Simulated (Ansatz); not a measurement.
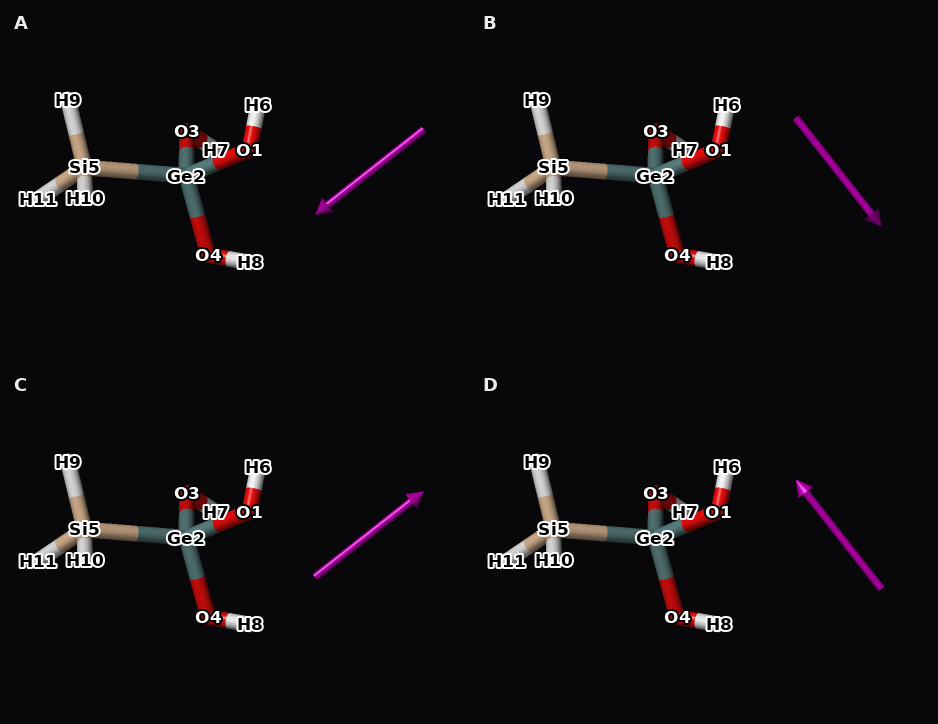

The same molecule four times, each with an arrow. The computed structure is the end point of a PBE-D4/def2-SVP optimisation. No frequency run is at hand to confirm it as a minimum. Level of theory: RKS PBE-D4/def2-SVP (Ansatz 0.2.0).

Which arrow points along the dipole moment, from the negative to the positive end?

Answer. C. The dipole moment is 1.10 D; it points from the side of H11 to the side of H6 (the outermost atoms at the two ends).
